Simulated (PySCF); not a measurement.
# F$_{5}$ORe: electronic structure

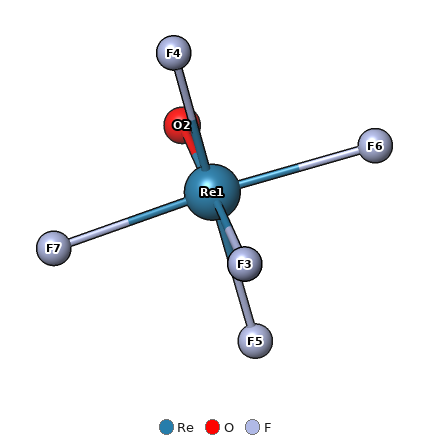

The molecule, with its atoms numbered as below. No frequency check shows the geometry to be a minimum.

Geometry (Å), atoms numbered from 1:

```
Re1      0.0009    0.0002   -0.0547
O2       0.0352    0.0044   -1.7031
F3      -0.0350   -0.0043    1.7171
F4      -0.5246    1.7012    0.0575
F5       0.5227   -1.7015    0.0688
F6       1.7000    0.5233    0.0950
F7      -1.7022   -0.5240    0.0314
```

## 1. Bonding charge

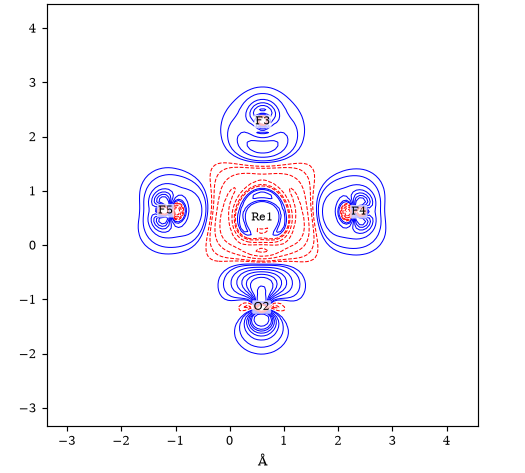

Deformation density (molecule less spherical, spin-averaged free atoms) in the plane of Re1, O2, F3, F4 and F5; contours at ±0.05 to ±0.8 e/Å³; solid blue lines: gain, dashed red lines: loss.

Computed with PySCF, B3LYP/def2-SVPD, geometry: GFN2-xTB. Core potentials replace the inner electrons of Re; spin–orbit coupling isn't included. This is a single-reference result, which may miss multireference character in this system.

Q: How much density has each bond in this plane gained at its critical point, relative to the free atoms?

A: Re1–O2: +0.09 e/Å³ at the bond critical point (bond length 1.65 Å); up to 0.6 Å beside the axis the gain reaches +0.55 e/Å³. Re1–F4 and Re1–F5: −0.05 e/Å³ at the bond critical point (bond length 1.78 Å); up to 0.6 Å beside the axis the gain reaches +0.25 e/Å³. Re1–F3: −0.05 e/Å³ at the bond critical point (bond length 1.77 Å); up to 0.6 Å beside the axis the gain reaches +0.26 e/Å³. In all, 1.8 electrons gather in the regions of gain relative to the promolecule. A small or negative value marks a very polar bond, one between electron-rich atoms, whose free-atom densities already overlap strongly, a long bond to a heavier atom, or a closed-shell contact such as a hydrogen bond.

Q: Where do the Hirshfeld charges lie?

A: The highest Hirshfeld charge is on Re1 (+1.13 e), the lowest on F3 (−0.21 e).

```csv
atom,charge (e)
Re1,+1.13
O2,−0.21
F3,−0.21
F4,−0.17
F5,−0.18
F6,−0.18
F7,−0.17
```

## 2. Bond critical points

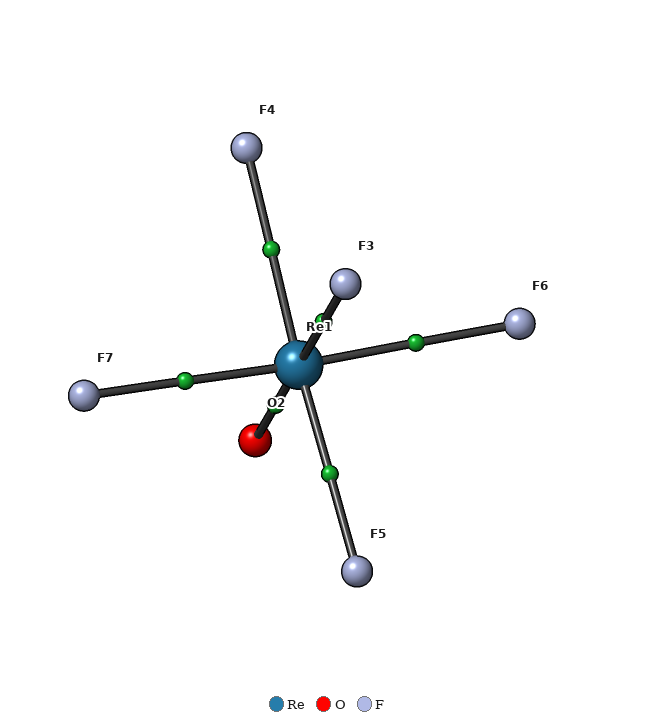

Molecular graph of the electron density (QTAIM): bond paths, bond critical points (green), ring points (magenta, if any); weak paths are dashed.

Q: How many critical points of each kind are there, and does the count close?

A: 7 nuclei, 6 bond, 0 ring and 0 cage critical points: 7 − 6 + 0 − 0 = 1, as the Poincaré–Hopf relation requires.

Q: Give the properties at the bond critical points.

A:
```tsv
bond	length (Å)	ρ (a.u.)	∇²ρ (a.u.)	ε	H (a.u.)
Re1–O2	1.649	0.303	+1.24	0.00	−0.255
Re1–F3	1.772	0.194	+1.22	0.00	−0.070
Re1–F4 (4 alike)	1.784	0.190	+1.06	0.00	−0.067
```

Q: What kind of interaction is Re1–O2?

A: Polar or intermediate (positive Laplacian, negative energy density H): ρ = 0.303, ∇²ρ = +1.24, H = −0.255 a.u.

## 3. Local ionisation energy

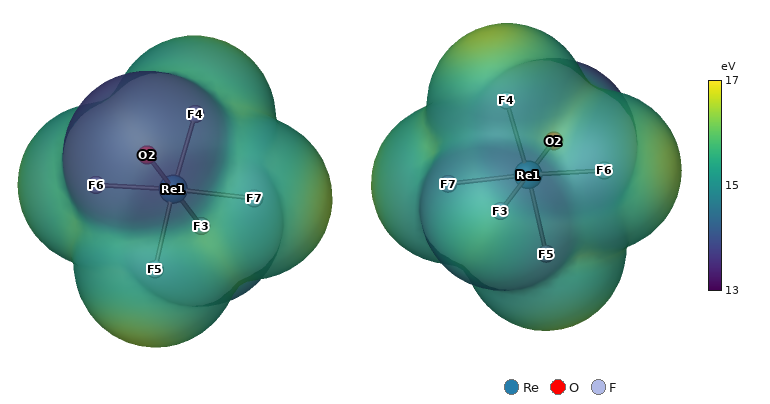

Average local ionisation energy on the surface of electron density 0.001 a.u. (back view left, front view right).

Q: Where are the most loosely bound electrons on this surface?

A: The lowest value is 13.8 eV, 1.7 Å from O2, and at like points elsewhere. Further minima include 14.6 eV, 1.7 Å from F3, and at like points elsewhere. For comparison, the highest occupied orbital lies at −11.8 eV.

## 4. In an electric field

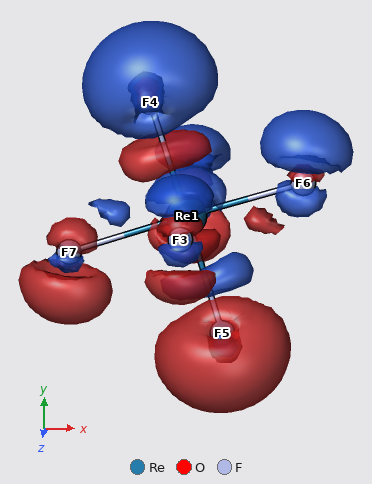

Change of the electron density in a uniform field of 0.41 V/Å, surfaces at ±0.003 e/Å³ (blue: gain, red: loss).

Method: B3LYP/def2-SVPD; geometry: GFN2-xTB; program: PySCF. Core potentials replace the inner electrons of Re; spin–orbit coupling isn't included. This is a single-reference result, which may miss multireference character in this system.

The field was applied in both directions; the picture shows the one opposite to the script's first.

Q: Along which Cartesian direction does the field point?

A: Along −y: electrons gather on the +y side, against the field.

Q: What dipole is induced, and what polarisability does it imply?

A: The induced dipole is 0.94 D (along the field); α along this axis, from the fields in both directions, is 46 bohr³ (6.9 Å³).
